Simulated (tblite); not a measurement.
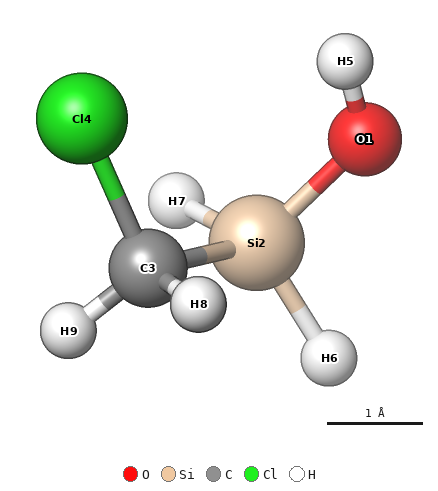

Fig. 1: The structure as given in the input (ball-and-stick view, seen at a tilt; atoms are numbered from 1 in the order of the input). Bond lengths as drawn: C–Cl 1.79 Å, C–H 1.09 Å, C–Si 1.92 Å, H–O 0.95 Å, H–Si 1.45 to 1.46 Å and O–Si 1.62 Å.

**Run report: CH$_{5}$ClOSi, polarizability calculation**

The run: polarizability calculation of CH$_{5}$ClOSi, SMILES O[SiH2]CCl. Method and program: GFN1-xTB, R-SCC (tblite 0.8.0).

The geometry comes from this level: GFN2-xTB.

**Input file (xtb_job.py)**
```python
import json
import numpy as np
from tblite.interface import Calculator
from tblite.library import ffi
from tblite.interface import symbols_to_numbers

symbols = list(map(str, np.loadtxt("geom.xyz", skiprows=2, usecols=0, dtype=str, ndmin=1)))
numbers = np.array(symbols_to_numbers(symbols))
positions = np.loadtxt("geom.xyz", skiprows=2, usecols=(1, 2, 3), ndmin=2) / 0.52917721

def dipole(field):
    xtb = Calculator("GFN1-xTB", numbers, positions, charge=0, uhf=0)
    xtb.set("verbosity", 0)
    xtb.set("accuracy", 0.01)
    xtb.add("electric-field", ffi.new("double[3]", list(field)))
    return xtb.singlepoint()

F = 0.001  # field step, atomic units
res = dipole([0.0, 0.0, 0.0])
alpha = np.array([(dipole(F * v).get('dipole') - dipole(-F * v).get('dipole')) / (2 * F) for v in np.eye(3)])
print(f"E = {res.get('energy'):.8f} Eh")
print("polarizability tensor (bohr^3)")
for row in alpha:
    print("".join(f"{v:12.4f}" for v in row))
w = np.linalg.eigvalsh((alpha + alpha.T) / 2)
print("principal values", np.round(w, 3), " isotropic %.3f" % w.mean())
out = {k: np.asarray(res.get(k)).tolist() for k in ("energy", "gradient", "charges", "dipole", "orbital-energies", "orbital-occupations")}
out.update(symbols=symbols, positions=(positions * 0.529177210903).tolist(), alpha=alpha.tolist())
json.dump(out, open("results.json", "w"))
```

**File geom.xyz**
```
9

O     -0.069750     0.914830    -1.585950
Si     0.753080     0.070010    -0.479750
C     -0.341680    -0.212680     1.067450
Cl    -1.850350    -1.036030     0.569170
H     -0.970720     0.697980    -1.816410
H      1.860390     0.948850    -0.136230
H      1.140490    -1.246830    -0.980270
H     -0.646010     0.713740     1.548870
H      0.124550    -0.849870     1.813130
```

Launched with:
```bash
python xtb_job.py
```

**What the program printed**
```
E = -15.69497204 Eh
polarizability tensor (bohr^3)
     60.7399      8.5269      1.0529
      8.5268     46.5543     -0.3912
      1.0533     -0.3911     46.0276
principal values [42.379 46.172 64.771]  isotropic 51.107
```

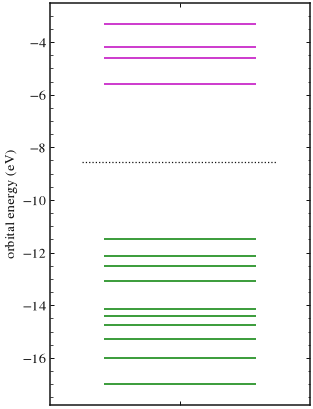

Fig. 2: Orbital energies near the frontier; the dotted line parts filled from empty levels, and levels within 0.02 eV of each other stand side by side. Highest filled −11.50 eV, lowest empty −5.58 eV, 5.92 eV apart.

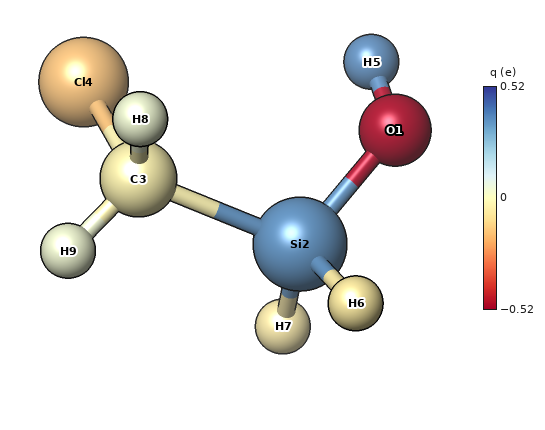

Fig. 3: Mulliken charges, as the colour of each atom (ball-and-stick view, seen at a tilt; atoms are numbered from 1 in the order of the input). By element: O −0.50, Si +0.36, C −0.03, Cl −0.16 and H −0.06 to +0.38 e.

**Results in brief**

```csv
quantity,value
outcome,converged
total energy,−15.694972 hartree
basis functions,36
largest force,0.649 eV/Å
HOMO,−11.50 eV
LUMO,−5.58 eV
dipole moment,0.49 D
hardware,"1 thread of Intel Xeon @ 2.50GHz (Skylake/Cascade Lake), 189 GiB of memory available, shared host"
peak memory,0.067 GiB
```
